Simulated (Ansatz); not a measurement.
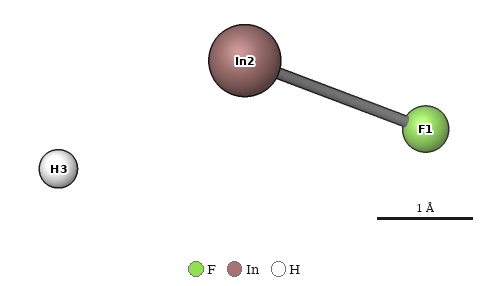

The structure (ball-and-stick view, seen at a tilt; atoms are numbered from 1 in the order of the input). Sticks mark near contacts.

**What a change does: single-point calculation on InHF**

System: InHF, multiplicity 2.
Method of run 1: UKS LC-wPBE/def2-TZVPP (Ansatz 0.2.0).

The geometry: displaced from a GFN2-xTB structure. Text and figures count atoms from 1; the logs count them from 0 in places.

Input file, run 1:
```yaml
crystal:
  periodic: [false, false, false]
  atoms:
    - {symbol: F, position_ang: [1.215000, 1.288800, 0.701800]}
    - {symbol: In, position_ang: [-0.567300, 0.374700, -0.255700]}
    - {symbol: H, position_ang: [-0.859900, -1.832500, -0.698300]}
basis:
  gaussian: {orbitals: def2-TZVPP}
magnetization: {spin_polarized: true, initial_magnetization: 1}
hamiltonian: {xc: {name: LC-wPBE}}
output: {forces: true}
```

Hardware: 4 CPU threads, shared host.

Output (run 1):
```
Functional definition: LC-wPBE
  parameter omega = 0.4/bohr
  exchange = pbe_x_sr(omega) + exact_x_lr(omega)
  correlation = pbe_c
603 factors; their error is unknown
208 factors; integrals over basis functions are off by at most 8.4e-5 eV
mean field evaluation 1: about -7902.2563 eV, gradient 3.3e1 eV
mean field evaluation 2: about -7891.3945 eV, gradient 7.0e1 eV
mean field evaluation 4: about -7906.3490 eV, gradient 1.3e0 eV
mean field evaluation 8: about -7906.3773 eV, gradient 1.2e-1 eV
mean field evaluation 16: about -7906.3777 eV, gradient 1.1e-3 eV
mean field -7906.37771015 eV, -290.5540217128 hartree, gradient 1.4e-5 eV, S^2 0.800829; 0 other end points of the search recorded, 0 dependent functions left out
the calculation of the forces begins
reference -7906.37771016 eV, -290.5540217131 hartree; 16, 15 occupied and 79, 80 virtual orbitals, 603 factors
Total energy: -7906.37771016 eV, -290.5540217131 hartree
Atom 0 at     1.215000     1.288800     0.701800 Å, force    -2.023311    -1.113877    -1.097545 eV/Å
Atom 1 at    -0.567300     0.374700    -0.255700 Å, force     1.830629     0.124356     0.870456 eV/Å
Atom 2 at    -0.859900    -1.832500    -0.698300 Å, force     0.192682     0.989521     0.227090 eV/Å
Dipole moment:    -0.751554    -0.275862    -0.388550 e Å
```

The input of run 2 differs as follows (lines with − go, lines with + come):
```diff
-hamiltonian: {xc: {name: LC-wPBE}}
+correlation: {method: ccsd_t}
+scf: {omitted_lower_state_checks: [cluster_reference]}
```

How does run 2 compare with run 1?

The total energies belong to different methods, so their difference says nothing on which is more stable or more accurate. The largest force goes from 2.557 to 2.533 eV/Å. The dipole moment goes from 4.27 to 4.31 D.

Output (run 2):
```
Functional definition: HF
  exchange = exact_x
  correlation = 0
these checks for a lower state are left out or cut short: cluster_reference
767 factors; integrals over basis functions are off by at most 7.5e-4 eV
mean field evaluation 1: about -7867.6755 eV, gradient 2.6e1 eV
mean field evaluation 2: about -7867.6801 eV, gradient 2.6e1 eV
mean field evaluation 4: about -7870.5823 eV, gradient 2.5e0 eV
mean field evaluation 8: about -7870.7435 eV, gradient 2.6e-1 eV
mean field -7870.74598064 eV, -289.2445798054 hartree, gradient 1.4e-6 eV, S^2 0.856926; 0 other end points of the search recorded, 0 dependent functions left out
5 core orbitals not correlated: weight in the atoms' cores, before any rotation towards them, 1.000 or more for the frozen orbitals, at most 0.000 for the correlated occupied ones
reference -7870.74598064 eV, -289.2445798054 hartree; 11, 10 occupied and 79, 80 virtual orbitals, 767 factors
second order -14.19195964 eV of doubles, -0.00000000 eV of singles
cycle   1  -13.64579125 eV  change    5.5e-1 eV  update   1.2e-1
cycle   2  -14.01993788 eV  change   -3.7e-1 eV  update   5.5e-2
cycle   3  -14.17323619 eV  change   -1.5e-1 eV  update   3.5e-2
cycle   4  -14.18738701 eV  change   -1.4e-2 eV  update   1.4e-2
cycle   5  -14.18346405 eV  change    3.9e-3 eV  update   6.8e-3
cycle   6  -14.18757424 eV  change   -4.1e-3 eV  update   3.5e-3
cycle   7  -14.19112867 eV  change   -3.6e-3 eV  update   2.0e-3
cycle   8  -14.19170827 eV  change   -5.8e-4 eV  update   1.2e-3
cycle   9  -14.19195251 eV  change   -2.4e-4 eV  update   6.3e-4
cycle  10  -14.19251205 eV  change   -5.6e-4 eV  update   3.1e-4
cycle  11  -14.19225945 eV  change    2.5e-4 eV  update   1.4e-4
cycle  12  -14.19233547 eV  change   -7.6e-5 eV  update   7.9e-5
cycle  13  -14.19236017 eV  change   -2.5e-5 eV  update   3.3e-5
cycle  14  -14.19235021 eV  change    1.0e-5 eV  update   1.5e-5
cycle  15  -14.19236641 eV  change   -1.6e-5 eV  update   7.3e-6
cycle  16  -14.19237084 eV  change   -4.4e-6 eV  update   4.1e-6
cycle  17  -14.19237235 eV  change   -1.5e-6 eV  update   2.1e-6
cycle  18  -14.19237283 eV  change   -4.8e-7 eV  update   1.1e-6
cycle  19  -14.19237313 eV  change   -3.0e-7 eV  update   6.6e-7
perturbative correction -0.43715486 eV, -0.0160651448 hartree
the calculation of the forces begins
mean field evaluation 16: about -7870.7414 eV, gradient 7.7e-2 eV
Total energy: -7885.37550863 eV, -289.7822050428 hartree
Atom 0 at     1.215000     1.288800     0.701800 Å, force    -2.002259    -1.106695    -1.086737 eV/Å
Atom 1 at    -0.567300     0.374700    -0.255700 Å, force     1.827229     0.272358     0.889405 eV/Å
Atom 2 at    -0.859900    -1.832500    -0.698300 Å, force     0.175029     0.834337     0.197332 eV/Å
Dipole moment:    -0.751631    -0.294717    -0.391202 e Å
Checks for a lower state left out: cluster_reference
```

The two runs side by side:

| quantity | run 1 | run 2 |
| --- | --- | --- |
| outcome | converged | converged |
| total energy (hartree) | −290.554022 | −289.782205 |
| dipole moment (D) | 4.27 | 4.31 |
| ⟨S²⟩ | 0.801 | 0.857 |
| largest force (eV/Å) | 2.557 | 2.533 |
| basis functions | 95 | 95 |
| wall time (shared host) | 1.8 s | 60 s |

For run 2: ⟨S²⟩ is 0.86 against 0.75 for a pure state: the solution is spin-contaminated.
